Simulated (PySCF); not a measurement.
**VHSOF2 (SMILES [OH][V]([F])([F])=[S]): levels of theory compared**

Aim: a comparison of 6 runs (HF/STO-3G, HF/3-21G, HF/6-31G**, B3LYP/STO-3G, PBE/cc-pVDZ, CCSD(T)/cc-pVDZ) of VHSOF2. 

The results are computed with PySCF 2.14.0.

**1. The molecule**

VHSOF2 has 6 atoms, charge 0, and is taken as a singlet. As SMILES, `[OH][V]([F])([F])=[S]`. Geometry: relaxed at PBE0-D4/def2-TZVP. This is one conformer, not always the lowest.

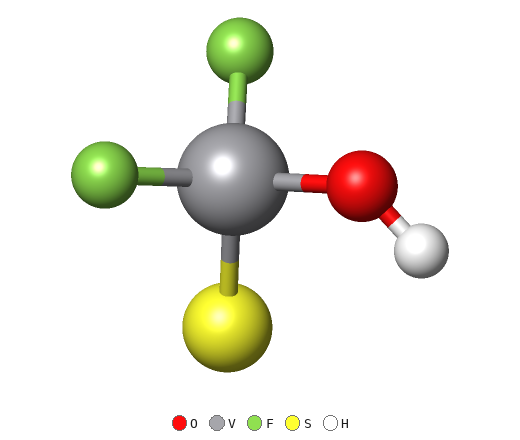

The structure, seen from a chosen angle (oxygen red, vanadium grey, fluorine green, sulfur yellow, hydrogen white).

**2. Energy and gradient at HF/STO-3G (run 1)**

The input, run.py:

```python
# [OH][V]([F])([F])=[S]
import pyscf.grad
from pyscf import gto

mol = gto.Mole()
mol.atom = [
    ('O', (-1.016100, 0.225800, 0.876100)),
    ('V', (0.224900, -0.290500, -0.218700)),
    ('F', (1.319400, -1.328100, 0.604700)),
    ('F', (-0.489600, -1.114500, -1.546500)),
    ('S', (1.205800, 1.307000, -0.884900)),
    ('H', (-1.202300, 1.136400, 1.123200)),
]
mol.charge = 0
mol.verbose = 3
mol.basis = 'sto-3g'
mol.max_memory = 1860
mol.build()

myscf = mol.RHF()
myscf.conv_tol = 1e-10
myscf.kernel()
if not myscf.converged:
    myscf = myscf.newton().run(myscf.mo_coeff, myscf.mo_occ)

e_final = myscf.e_tot
print(f'total energy: {e_final:.8f} hartree')
grad = myscf.Gradients().kernel()
dip = myscf.dip_moment()
pop, q = myscf.mulliken_pop()
```

On the command line:

```console
OMP_NUM_THREADS=1 python run.py
```

The log of the run:

```text
converged SCF energy = -1597.02613188764
total energy: -1597.02613189 hartree
--------------- RHF gradients ---------------
         x                y                z
0 O    -0.0568166191     0.0516352743     0.0529023732
1 V    -0.0136771953     0.0013633026     0.0116403844
2 F     0.0712214868    -0.0570348282     0.0486312178
3 F    -0.0406298250    -0.0438303652    -0.0843738943
4 S     0.0369544646     0.0651918059    -0.0245994720
5 H     0.0029476879    -0.0173251893    -0.0042006090
----------------------------------------------
Dipole moment(X, Y, Z, Debye): -1.30260,  0.17631,  1.11306
 ** Mulliken pop  **
pop of  0 O 1s            1.99733
pop of  0 O 2s            1.79940
pop of  0 O 2px           1.65114
pop of  0 O 2py           1.31988
pop of  0 O 2pz           1.66392
pop of  1 V 1s            1.99994
pop of  1 V 2s            1.99763
pop of  1 V 3s            2.01505
pop of  1 V 4s            0.57153
pop of  1 V 2px           1.99857
pop of  1 V 2py           1.99850
pop of  1 V 2pz           1.99860
pop of  1 V 3px           1.98287
pop of  1 V 3py           1.97993
pop of  1 V 3pz           1.98419
pop of  1 V 4px           0.42325
pop of  1 V 4py           0.40825
pop of  1 V 4pz           0.42990
pop of  1 V 3dxy          0.56573
pop of  1 V 3dyz          0.52069
pop of  1 V 3dz^2         0.36012
pop of  1 V 3dxz          0.47390
pop of  1 V 3dx2-y2       0.42797
pop of  2 F 1s            1.99888
pop of  2 F 2s            1.94523
pop of  2 F 2px           1.75768
pop of  2 F 2py           1.75135
pop of  2 F 2pz           1.79132
pop of  3 F 1s            1.99888
pop of  3 F 2s            1.94523
pop of  3 F 2px           1.80497
pop of  3 F 2py           1.78507
pop of  3 F 2pz           1.71031
pop of  4 S 1s            1.99992
pop of  4 S 2s            1.99753
pop of  4 S 3s            1.92344
pop of  4 S 2px           1.98878
pop of  4 S 2py           1.98539
pop of  4 S 2pz           1.98994
pop of  4 S 3px           1.45314
pop of  4 S 3py           1.34008
pop of  4 S 3pz           1.49257
pop of  5 H 1s            0.77201
 ** Mulliken atomic charges  **
charge of    0O =     -0.43167
charge of    1V =      0.86338
charge of    2F =     -0.24445
charge of    3F =     -0.24445
charge of    4S =     -0.17080
charge of    5H =      0.22799
```

Wall time 2.9 s (1 thread of Intel Xeon at 2.70GHz, shared host); peak memory 0.12 GiB.

**3. Energy and gradient at HF/3-21G (run 2)**

The input, job.py:

```python
from pyscf import gto

mol = gto.M(
    atom=[
    ('O', (-1.016100, 0.225800, 0.876100)),
    ('V', (0.224900, -0.290500, -0.218700)),
    ('F', (1.319400, -1.328100, 0.604700)),
    ('F', (-0.489600, -1.114500, -1.546500)),
    ('S', (1.205800, 1.307000, -0.884900)),
    ('H', (-1.202300, 1.136400, 1.123200)),
],
    verbose=4,
    basis='3-21g',
    max_memory=1860,
)

mf = mol.RHF()
mf.conv_tol = 1e-10
mf.kernel()
if not mf.converged:
    mf = mf.newton().run(mf.mo_coeff, mf.mo_occ)

e_final = mf.e_tot
print('E = %.10f Eh' % e_final)
grad = mf.nuc_grad_method().kernel()
mf.analyze()
```

On the command line:

```console
OMP_NUM_THREADS=1 python job.py
```

The log of the run:

```text
PySCF version 2.14.0

[... 107 lines left out ...]
Two-electron Coulomb Energy =         1111.242934296585190
[... 8 lines left out ...]
MO #6   energy= -20.5365410829093  occ= 2
[... 6 lines left out ...]
MO #13  energy= -6.62580905837604  occ= 2
[... 6 lines left out ...]
MO #20  energy= -1.37330408284255  occ= 2
[... 6 lines left out ...]
MO #27  energy= -0.659794526840771 occ= 2
[... 6 lines left out ...]
MO #34  energy= -0.0207089371064946 occ= 0
[... 6 lines left out ...]
MO #41  energy= 0.0924014385151534 occ= 0
[... 6 lines left out ...]
MO #48  energy= 0.724917840629721  occ= 0
[... 6 lines left out ...]
MO #55  energy= 1.88615651454202   occ= 0
[... 6 lines left out ...]
MO #62  energy= 2.30817645776061   occ= 0
[... 6 lines left out ...]
MO #69  energy= 3.86213585717865   occ= 0
[... 39 lines left out ...]
pop of  2 F 2s            1.93074
pop of  2 F 3s            0.00282
pop of  2 F 2px           1.85062
pop of  2 F 2py           1.82798
pop of  2 F 2pz           1.86629
pop of  2 F 3px           0.00134
pop of  2 F 3py           0.00145
pop of  2 F 3pz           0.00137
pop of  3 F 1s            1.99988
pop of  3 F 2s            1.93074
pop of  3 F 3s            0.00282
pop of  3 F 2px           1.87633
pop of  3 F 2py           1.85422
pop of  3 F 2pz           1.81433
pop of  3 F 3px           0.00129
pop of  3 F 3py           0.00136
pop of  3 F 3pz           0.00151
pop of  4 S 1s            1.99999
pop of  4 S 2s            1.99966
pop of  4 S 3s            1.89941
pop of  4 S 4s            0.00349
pop of  4 S 2px           1.99986
pop of  4 S 2py           1.99978
pop of  4 S 2pz           1.99989
pop of  4 S 3px           1.56992
pop of  4 S 3py           1.34838
pop of  4 S 3pz           1.64800
pop of  4 S 4px           0.00305
pop of  4 S 4py           0.00303
pop of  4 S 4pz           0.00294
pop of  5 H 1s            0.64074
pop of  5 H 2s            0.01296
 ** Mulliken atomic charges  **
charge of    0O =     -0.69155
charge of    1V =      1.78760
charge of    2F =     -0.48248
charge of    3F =     -0.48247
charge of    4S =     -0.47740
charge of    5H =      0.34630
Dipole moment(X, Y, Z, Debye): -1.40662,  1.90194,  1.37196
```

Run time: 3.6 s. Hardware: 1 thread of Intel Xeon at 2.70GHz, shared host; peak memory 0.14 GiB.

Runs 3 to 4 aren't shown in full; the table further down has their settings and results.

**4. Energy and gradient at PBE/cc-pVDZ (run 5)**

The input, geometry.xyz:

```xyz
6

O     -1.016100     0.225800     0.876100
V      0.224900    -0.290500    -0.218700
F      1.319400    -1.328100     0.604700
F     -0.489600    -1.114500    -1.546500
S      1.205800     1.307000    -0.884900
H     -1.202300     1.136400     1.123200
```

The input, input.py:

```python
from pyscf import gto, dft

mol = gto.M(
    atom='geometry.xyz',
    verbose=3,
    basis='cc-pvdz',
    charge=0,
    max_memory=1860,
    spin=0,
)

mf = dft.RKS(mol, xc='pbe')
mf.grids.level = 5
mf.conv_tol = 1e-10
mf.kernel()
if not mf.converged:
    mf = mf.newton().run(mf.mo_coeff, mf.mo_occ)

e_tot = mf.e_tot
print('E = %.10f Eh' % e_tot)
grad = mf.nuc_grad_method().kernel()
mf.analyze()
```

On the command line:

```console
OMP_NUM_THREADS=1 python input.py
```

The log of the run:

```text
converged SCF energy = -1617.3217789667
[... 18 lines left out ...]
MO #8   energy= -18.5207871490041  occ= 2
[... 9 lines left out ...]
MO #18  energy= -1.0744634484268   occ= 2
[... 9 lines left out ...]
MO #28  energy= -0.373273621467694 occ= 2
[... 9 lines left out ...]
MO #38  energy= -0.107616429033452 occ= 0
[... 9 lines left out ...]
MO #48  energy= 0.163989038055616  occ= 0
[... 9 lines left out ...]
MO #58  energy= 0.562005076908413  occ= 0
[... 9 lines left out ...]
MO #68  energy= 0.947774446539793  occ= 0
[... 9 lines left out ...]
MO #78  energy= 1.4076628465583    occ= 0
[... 9 lines left out ...]
MO #88  energy= 1.85648874796693   occ= 0
[... 9 lines left out ...]
MO #98  energy= 3.43837807507377   occ= 0
[... 9 lines left out ...]
MO #108 energy= 3.96687713513712   occ= 0
[... 7 lines left out ...]
Dipole moment(X, Y, Z, Debye): -1.09123,  1.78687,  1.09524
```

It took 1.7 min on 1 thread of Intel Xeon at 2.70GHz, shared host; peak memory 1.1 GiB.

**5. A single-point energy at CCSD(T)/cc-pVDZ (run 6)**

The input, input.py:

```python
from pyscf import gto, scf, cc

molecule = gto.M(
    atom='''
O       -1.016100       0.225800       0.876100
V        0.224900      -0.290500      -0.218700
F        1.319400      -1.328100       0.604700
F       -0.489600      -1.114500      -1.546500
S        1.205800       1.307000      -0.884900
H       -1.202300       1.136400       1.123200
''',
    basis='cc-pvdz',
    charge=0,
    verbose=4,
    max_memory=1860,
    spin=0,
)

calc0 = scf.RHF(molecule)
calc0.conv_tol = 1e-10
calc0.kernel()
if not calc0.converged:
    calc0 = calc0.newton().run(calc0.mo_coeff, calc0.mo_occ)

mycc = cc.CCSD(calc0, frozen=13)
mycc.kernel()
e_t = mycc.ccsd_t()
energy = mycc.e_tot + e_t
print(f'total energy: {energy:.8f} hartree')
dip = calc0.dip_moment()
pop, q = calc0.mulliken_pop()
```

On the command line:

```console
OMP_NUM_THREADS=1 python input.py
```

The log of the run:

```text
PySCF version 2.14.0

[... 92 lines left out ...]
converged SCF energy = -1614.78664975616
[... 12 lines left out ...]
Init t2, MP2 energy = -1616.0399601356  E_corr(MP2) -1.25331037943464
[... 23 lines left out ...]
CCSD converged
[... 2 lines left out ...]
total energy: -1616.03467586 hartree
Dipole moment(X, Y, Z, Debye): -0.71659,  2.79827,  0.88068
[... 76 lines left out ...]
pop of  3 F 2py           1.10084
pop of  3 F 2pz           1.09564
pop of  3 F 3px           0.72885
pop of  3 F 3py           0.72159
pop of  3 F 3pz           0.69808
pop of  3 F 3dxy          0.00039
pop of  3 F 3dyz          0.00088
pop of  3 F 3dz^2         0.00086
pop of  3 F 3dxz          0.00078
pop of  3 F 3dx2-y2       0.00036
pop of  4 S 1s            2.00009
pop of  4 S 2s            2.01458
pop of  4 S 3s            0.93843
pop of  4 S 4s            0.91593
pop of  4 S 2px           2.00007
pop of  4 S 2py           2.00020
pop of  4 S 2pz           2.00002
pop of  4 S 3px           0.75824
pop of  4 S 3py           0.70603
pop of  4 S 3pz           0.77766
pop of  4 S 4px           0.65177
pop of  4 S 4py           0.51424
pop of  4 S 4pz           0.70003
pop of  4 S 3dxy          0.01214
pop of  4 S 3dyz          0.01000
pop of  4 S 3dz^2         0.00654
pop of  4 S 3dxz          0.00520
pop of  4 S 3dx2-y2       0.01248
pop of  5 H 1s            0.64628
pop of  5 H 2s            0.02769
pop of  5 H 2px           0.01698
pop of  5 H 2py           0.04578
pop of  5 H 2pz           0.01825
 ** Mulliken atomic charges  **
charge of    0O =     -0.42852
charge of    1V =      1.00923
charge of    2F =     -0.40103
charge of    3F =     -0.40103
charge of    4S =     -0.02367
charge of    5H =      0.24502
```

It took 2.6 min on 1 thread of Intel Xeon at 2.70GHz, shared host; peak memory 0.86 GiB.

**6. The series**

```
run                             level  integration grid      task   energy (Eh)  dipole moment (D) of the reference  HOMO energy (eV)  LUMO energy (eV)  wall time
  1                         HF/STO-3G                 –  gradient  -1597.026132                                1.72             -6.98              5.94      2.9 s
  2                          HF/3-21G                 –  gradient  -1606.724134                                2.73            -11.81             -0.56      3.6 s
  3  HF/6-31G** (spherical functions)                 –  gradient  -1614.649800                                2.66            -11.61             -0.07       26 s
  4                      B3LYP/STO-3G                 5  gradient  -1599.805023                                1.75             -3.54              2.19       21 s
  5                       PBE/cc-pVDZ                 5  gradient  -1617.321779                                2.36             -7.34             -4.48    1.7 min
  6                   CCSD(T)/cc-pVDZ                 –    energy  -1616.034676                                3.02            -11.74             -0.20    2.6 min
```

**7. What came out**

| quantity | value |
| --- | --- |
| run 6: total energy | -1616.03468 Eh |
| run 6: dipole moment (Hartree–Fock density) | 3.02 D |
| run 6: HOMO energy (Hartree–Fock orbitals) | -11.74 eV |
| run 6: LUMO energy (Hartree–Fock orbitals) | -0.20 eV |
| run 6: HOMO–LUMO gap (Hartree–Fock orbitals) | 11.54 eV |
| run 6: correlation energy (13 core orbitals frozen) | -1248.0 mEh |
| run 6: (T) correction | -81.50 mEh |
| run 6: T1 diagnostic | 0.041 |

**Reading.** Over runs 1, 2, 3, 4, 5 the dipole moment (its size) runs from 1.72 D (HF/STO-3G) to 2.73 D (HF/3-21G). Over runs 1, 2, 3, 4, 5 the HOMO–LUMO gap runs from 2.85 eV (PBE/cc-pVDZ) to 12.91 eV (HF/STO-3G). The two ends differ in method and basis. Totals of different functionals can't be ranked against each other. In run 6 the T1 diagnostic is large, so a single reference may not serve. In runs 1, 4 the basis is minimal, so the values are rough. All runs together took 5.2 min, the longest 2.6 min.
